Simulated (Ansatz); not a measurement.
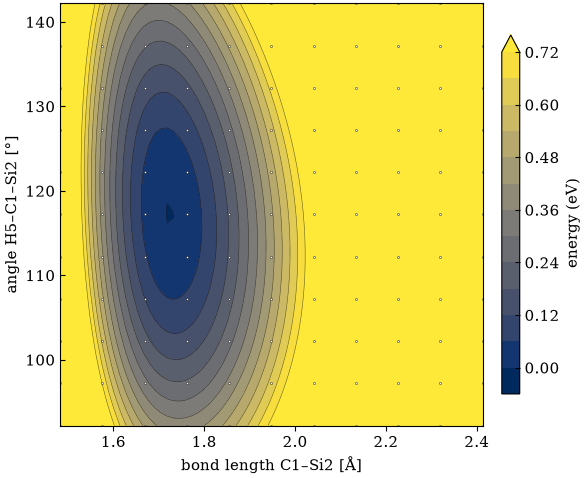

CH4NSi, SMILES C=[Si+]N, charge +1. Coordinates scanned: (1) bond length C1–Si2; (2) angle H5–C1–Si2. Nothing is relaxed (all other coordinates rigid). The grid has 11 × 11 points. Points are written as (first, second). Energies are in eV, from the relaxed molecule at the same level. All numbers below come from RKS r2SCAN-D4/def2-TZVP (Ansatz).

In the figure: filled contours, dots at the grid points, one colour for all values above the top of the scale. Between grid points the surface is interpolated.

Estimate the position of the minimum and the force constants in these coordinates.

The interpolated minimum is at bond length C1–Si2 ≈ 1.724 Å, angle H5–C1–Si2 ≈ 117.2°. The curvatures there are about 28 eV/Å² and 4 eV/rad², with a cross term of about 1.5 eV/(Å·rad). Round the minimum the two coordinates are weakly coupled (coupling 0.14 in units of the two stiffnesses).
